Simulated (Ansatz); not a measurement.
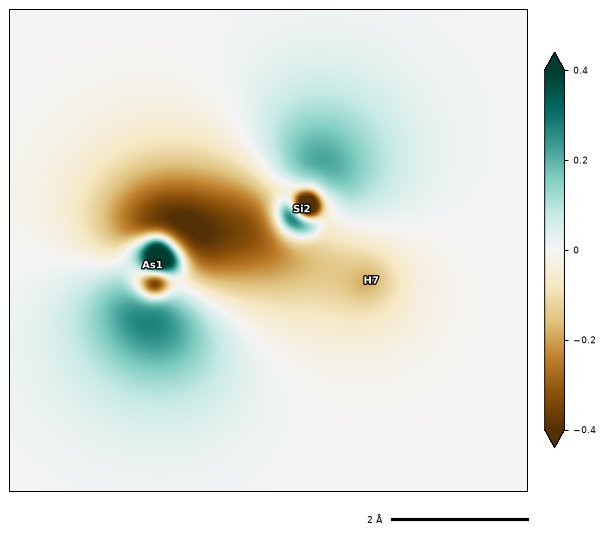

Figure. AsH₅Si. The HOMO−1 on the plane of atoms As1, Si2 and H7 (values in Å⁻³ᐟ²; the overall sign is arbitrary).

Geometry: PBE0-D4/def2-TZVP.

Method: Ansatz 0.2.0, isolated molecule in a Gaussian basis; Kohn-Sham density functional theory, functional PBE0.

```xyz
7

As   -0.5845   -0.8579    1.4715
Si   -0.3766    0.6116   -0.3704
H    -1.0791    0.2594    2.3802
H     0.8318    1.4507   -0.1596
H    -2.0032   -1.2448    1.0762
H    -0.1848   -0.2061   -1.5965
H    -1.5550    1.4967   -0.5571
```

Q: Describe this orbital and give its energy.

A: Its weight (Hirshfeld) is mainly on As1 (about 45 %), Si2 (about 25 %), H3 (about 10 %), H5 (about 10 %), H4 (about 5 %) and H6 (about 5 %). Its energy is −8.93 eV.
